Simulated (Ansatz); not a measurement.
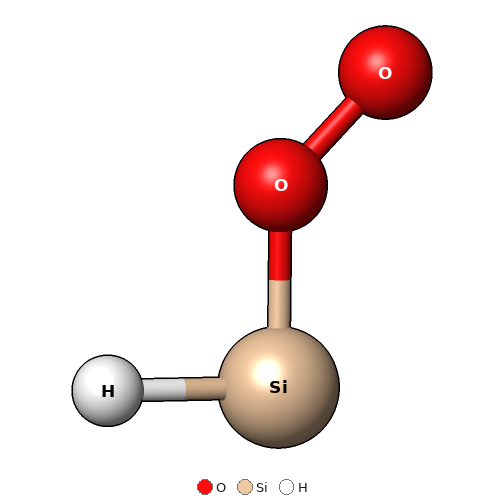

The picture shows a molecular structure as a ball-and-stick model.

Charge 0, doublet.

What is the molecular formula?

HO2Si, 4 atoms: 1 hydrogen, 2 oxygen and 1 silicon.

Count the bonded pairs by element.

1 O–O, 1 O–Si, 1 Si–H. Sticks follow a distance rule.

More results for the same structure follow; atom numbers are the same in all pictures, views and colours differ. The computed structure is the end point of a PBE0-D4/def2-TZVP optimisation. No frequency run is at hand to confirm it as a minimum.

Shape

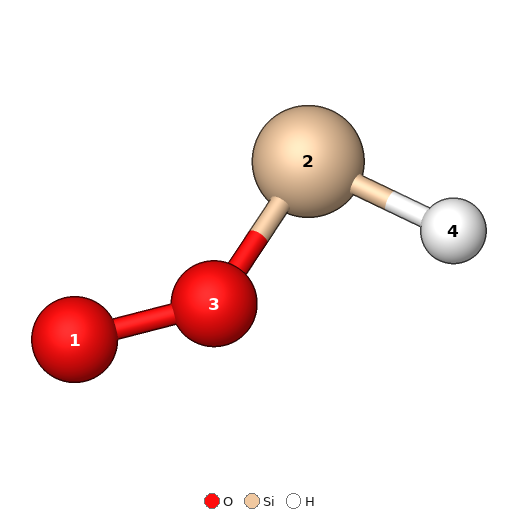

Numbered structure. No frequency run is at hand to confirm it as a minimum.

Which atoms are bonded, and how long are the bonds?

| bond | length (Å) |
| --- | --- |
| O1–O3 | 1.297 |
| Si2–O3 | 1.679 |
| Si2–H4 | 1.522 |

Charges

The questions are on Mulliken charges. No frequency run is at hand to confirm it as a minimum. Method: UKS PBE0-D4/def2-TZVP (Ansatz 0.2.0).

Which atom carries the highest charge (most positive or least negative)?

Si2 (0.24 e).

And the lowest?

O1 (−0.14 e).

Give the Mulliken charges atom by atom.

```tsv
atom	value (e)
O1	−0.14
Si2	0.24
O3	−0.09
H4	−0.02
```

Dipole moment

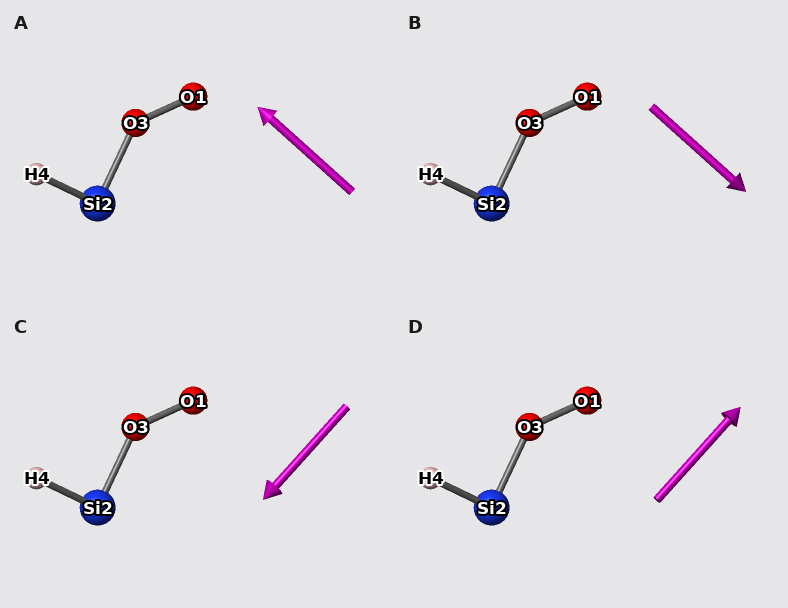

The same molecule four times, each with an arrow. No frequency run is at hand to confirm it as a minimum. Level of theory: UKS PBE0-D4/def2-TZVP (Ansatz 0.2.0).

Which arrow points along the dipole moment, from the negative to the positive end?

C. The dipole moment is 1.91 D; it points from the side of O1 to the side of H4 (the outermost atoms at the two ends).

Electronic properties

No frequency run is at hand to confirm it as a minimum. Properties computed with UKS PBE0-D4/def2-TZVPP (Ansatz 0.2.0).

What does the calculation give?

- HOMO energy (Kohn–Sham orbital): −7.29 eV
- ⟨S²⟩ of the determinant: 0.758

Mulliken values depend strongly on the basis set and can even reverse the polarity of a bond.
